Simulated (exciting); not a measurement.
Two BSE runs for the F K edge of CsCaF3, space group Pm-3m. Run A: exciting, all-electron LAPW+lo, LDA, exchange and screened direct term (singlet BSE), 3×3×3 shifted k points, 49 conduction bands, |G+q| up to 3 bohr⁻¹, full RPA screening with nempty = 78, Lorentzian half width 0.45 eV. Run B differs in one setting: k mesh, kernel cutoff, basis, band set, screening or width.

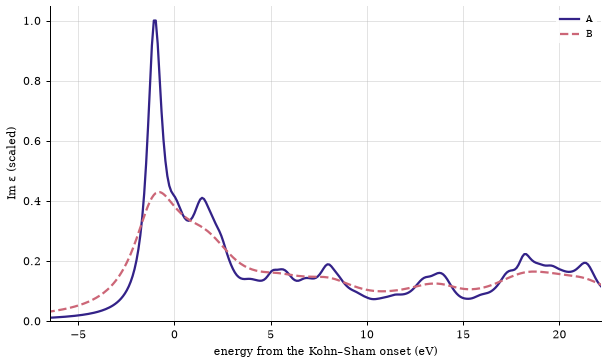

Energy from the Kohn–Sham onset, core level to the lowest empty state found on the meshes used; one zero for both, scaled to A's maximum.

Q: Which is the likeliest?

The half width (eV) from 0.45 to 1.35. Against run A the r.m.s. difference is 36 %. The highest maximum lies at -0.8 eV (0.43), against -1.0 eV (1.00). Only the width of each line changes; the area stays. A table step wider than the lines misses their tops. Other settings could leave a like mark; this is the change that was made.

[Hosts, paths, dates, database ids (printed as entryN), source tags and the programs' standing remarks are cut or masked in the printed files.]
